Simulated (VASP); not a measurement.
Band structure of TiC (rock salt). Level of theory: AM05 GGA, VASP's PBE PAW potentials (set 64) (plane waves; VASP).

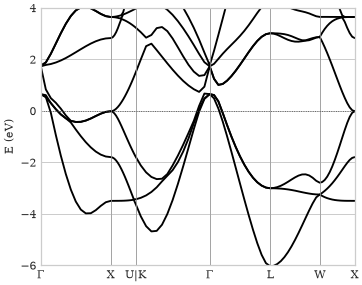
Bands along high-symmetry lines, zero at the valence-band maximum or, without a gap, the Fermi level

Question: Read the plot: is there a gap, and where are the band edges?

Answer: It has no gap at this level: it comes out as a metal or semimetal. (Edges off the drawn lines would not show.)

The compound is TiC in the rock salt structure. It was relaxed first.
